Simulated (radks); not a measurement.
# Shell filling in a jellium sphere with rs = 2.24 bohr, N = 1 to 5

Which level does each new electron take in a jellium sphere with rs = 2.24 bohr, and at which counts is the cluster hardest to charge further? Each count tries a few candidate levels and keeps the lowest. The background charge grows with the count, so each cluster is neutral; its cation and anion are computed too.

Method: non-relativistic spin-polarised Kohn-Sham, LDA (Slater exchange, Perdew-Wang correlation), spherically averaged shells; computed with radks, version 2.

### Step 1. The system

| Item | Value |
| --- | --- |
| well | a jellium sphere with rs = 2.24 bohr |
| functional | LDA (Slater exchange, Perdew-Wang correlation) |
| levels | named by radial order: 1s, 1p, 1d, 2s, 1f and so on |
| units | hartree and bohr; summary energies in eV |
| configuration carried in | none |

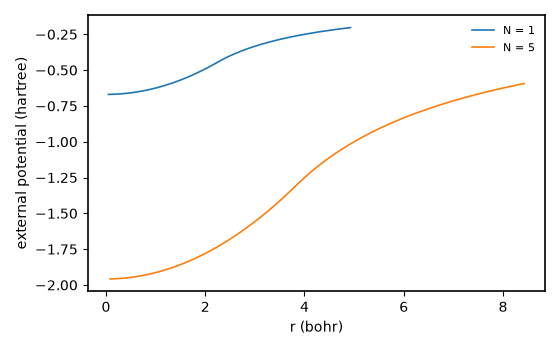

The external potential that the electrons feel, for the smallest and largest background.

After this run come: 1 electrons; Electron number 2; Electron number 3; N = 4; Electron number 5.

**Question.** What will these runs give? Wanted: closed shells at N; largest second difference; most unpaired electrons; ionisation energies; polarisability at N = 2; configuration at N = 5.

The runs gave:

| quantity | value |
| --- | --- |
| closed shells at N | 2 |
| largest second difference | 2.64 eV at N = 2 (of N = 2 to 4) |
| most unpaired electrons | 3 at N = 5 |
| ionisation energies | 4.73 to 8.04 eV |
| polarisability at N = 2 | 53.70 bohr³ |
| configuration at N = 5 | 1s2 1p(up 3, down 0) |

All occupied shells are full at N = 2, and the second difference peaks there. The largest moment in range is 3, first at N = 5: exchange favours parallel spins in open shells. The polarisability at N = 2 is 2.39 times the classical R³, since electrons spill past the background. The anion gave no bound, converged state at N = 2, 3, 4 and 5; semilocal functionals bind extra electrons too weakly, through self-interaction. The ions keep the filling of the neutral cluster, less or plus one electron, without a search of their own. Spherical averaging forbids deformation, and the greedy search can miss a lower configuration.
